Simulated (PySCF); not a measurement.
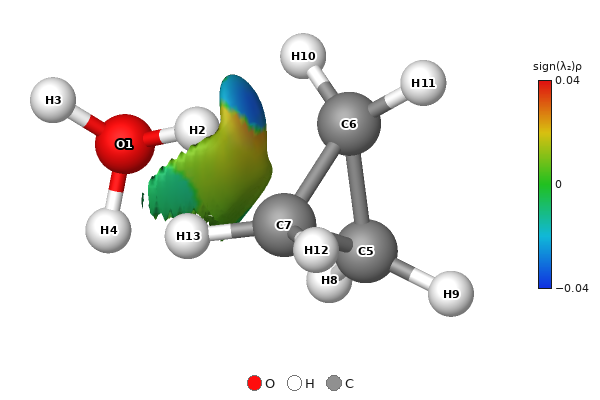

Figure. C₃H₉O, charge +1, SMILES `[OH3+].C1CC1`. Non-covalent interaction surfaces between the fragments (reduced density gradient s = 0.6, coloured by sign(λ₂)ρ in a.u.; trimmed to the region between the fragments where ρ is under 0.06 a.u.). Fragment A: H3O(+1) (atoms 1–4); fragment B: H6C3.

Level of theory: B3LYP/def2-TZVP (PySCF), at a geometry from GFN2-xTB.

Interpret the surfaces between the fragments.

Answer. Bond critical points between the fragments: H2···H10, H···H contact, 1.56 Å, ρ = 0.029 a.u. It appears blue (attractive, sign(λ₂)ρ well below zero). The pose is a local one from a semi-empirical search, not shown to be the most stable. With a charged fragment, long-range electrostatics, which these surfaces don't show, weighs heavily in the interaction energy.

How strongly are they bound?

Answer. The counterpoise-corrected interaction energy of the frozen fragments is −7.2 kcal/mol without dispersion correction and −9.6 kcal/mol with D3(BJ). The pair geometry is semi-empirical, not a minimum at this level.
